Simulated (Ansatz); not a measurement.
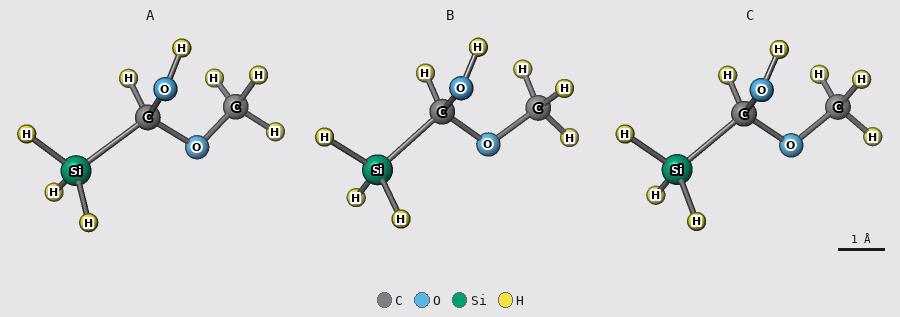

3 geometries from one relaxation of C$_{2}$H$_{8}$O$_{2}$Si (coarse preliminary run), in shuffled order. The picture is a ball-and-stick view, seen from a free direction.

The start comes from a force field.

Theory: RKS PBE-D4/def2-SVP (Ansatz). Settings: force threshold 0.03 eV/Å; at most 200 steps.

### Put them in the order of the run, from the start to the converged end.

A, C, B. They are steps 0, 2, 7, at +7.92 kcal/mol, +0.36 kcal/mol relative to the last. After 7 geometry steps the energy has fallen by 7.92 kcal/mol. Largest force component: 2 eV/Å at the start, 0.019 eV/Å at the end. An H atom moves most after the best rigid fit: 0.35 Å. By element the largest moves are H 0.35 Å, O 0.24 Å, C 0.19 Å, Si 0.04 Å. Near-neighbour distances that change, for instance: C–O 1.479 → 1.416 Å, C–O 1.360 → 1.413 Å, C–H 1.071 → 1.119 Å, H–Si 1.459 → 1.501 Å. Among the angles between lasting bonds that change: Si–C–H 102.7° → 110.9°, O–C–Si 113.2° → 105.9°, C–O–H 101.8° → 108.8°. Cost: 11 s on 4 threads of Arm Neoverse V2, on a shared host.
